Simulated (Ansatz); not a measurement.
# H$_{7}$NO$_{2}$Si$_{2}$: what the fields show

Input file:

```
crystal:
  periodic: [false, false, false]
  atoms:
    - { symbol: Si, position_ang: [0.0, 0.0, 0.0] }
    - { symbol: O, position_ang: [0.0, 0.0, 1.68] }
    - { symbol: Si, position_ang: [-1.3147, -0.4067, 2.6436] }
    - { symbol: H, position_ang: [-2.239, -1.2403, 1.8804] }
    - { symbol: H, position_ang: [-0.8506, -1.1432, 3.8157] }
    - { symbol: H, position_ang: [-1.9987, 0.8095, 3.0733] }
    - { symbol: H, position_ang: [1.3768, 0.0, -0.4862] }
    - { symbol: "N", position_ang: [-0.8572, 1.4851, -0.6061] }
    - { symbol: H, position_ang: [-1.8773, 1.43, -0.8888] }
    - { symbol: H, position_ang: [-0.3367, 2.4058, -0.6766] }
    - { symbol: O, position_ang: [-0.7913, -1.3709, -0.5594] }
    - { symbol: H, position_ang: [-1.2459, -1.8365, 0.2129] }
basis:
  gaussian: { orbitals: "6-31G*" }
hamiltonian:
  xc: b3lyp
  dispersion: d4
relax:
  f_tol: 0.02
  max_steps: 40
output:
  orbitals: {}
```

Run with:

```sh
ansatz run input.yaml --threads 2 --pin off --max-ram 3072MiB --backend cpu --events-out ev --progress --plain --runs-dir out
```

The fields are those of the run's last geometry, not of the input's.

Level of theory: Ansatz 0.2.0, RKS B3LYP-D4/6-31G*.

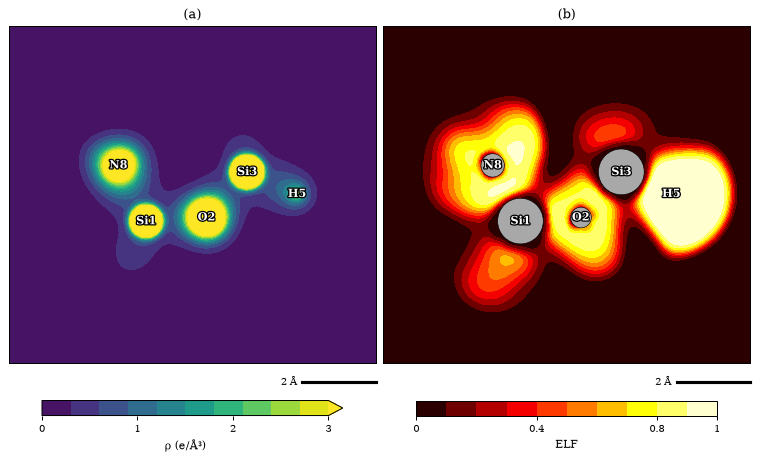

Figure 1. (a) electron density; (b) electron localisation function on the plane of atoms O2, Si3 and H5. Grey discs cover the atomic cores in the ELF map.

> Read the bonding off the picture.

- The plane passes through Si, O, H and N nuclei.
- Si–O (1.66 Å): ρ is about 1.1 e/Å³ halfway; the ELF peaks at about 0.85 between the atoms, as expected for a shared but strongly polarised pair.
- Si–N (1.71 Å): ρ is about 1.1 e/Å³ halfway; the ELF peaks at about 0.90 between the atoms; a shared but strongly polarised pair.
- Si–H (1.49 Å): ρ is about 0.8 e/Å³ halfway; the ELF climbs to about 1 towards the hydrogen, as it does in any bond to H.
- The ELF also peaks beside O2, away from the bonds: lone-pair regions.

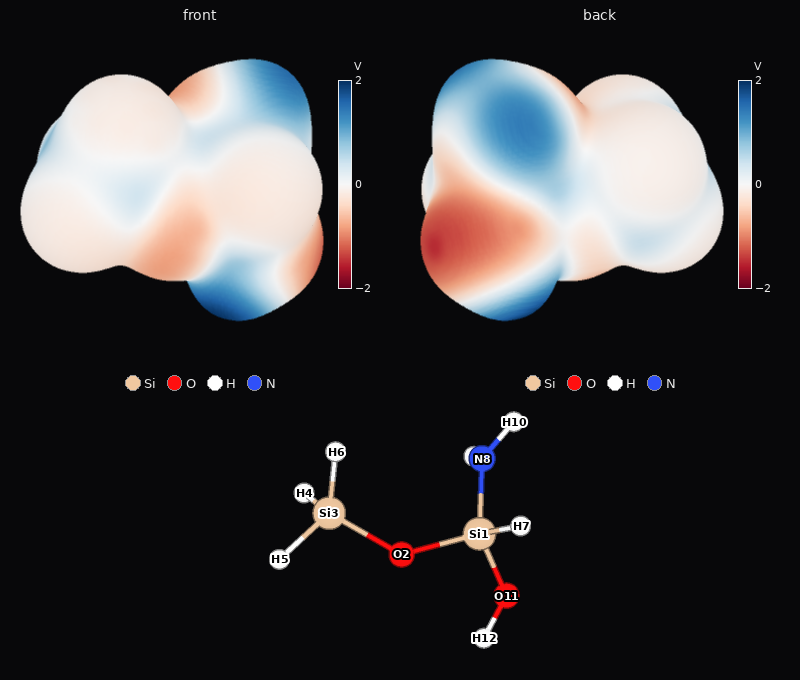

Figure 2. The molecular electrostatic potential painted on the density surface at 0.001 e/bohr³, seen from the front and from behind; red is negative and blue positive. The bare structure is drawn below in the same view.

> Which sites attract a positive test charge, and which a negative one?

A positive charge is drawn to the negative regions and a negative charge to the positive ones. The most negative region (about −1.4 V) lies over O11, the most positive (about +1.9 V) over H12. O11 is the likeliest acceptor of a hydrogen bond.

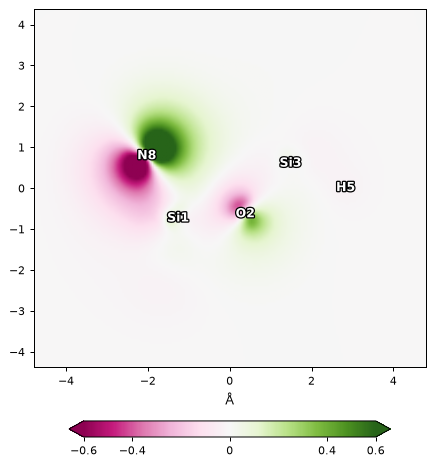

Figure 3. The HOMO on the plane of atoms O2, Si3 and H5 (values in Å⁻³ᐟ²; the overall sign is arbitrary).

> Describe this orbital and give its energy.

By Hirshfeld shares it lies mainly on N8 (about 70 %); largely a lone pair of N8. Its energy is −7.21 eV.
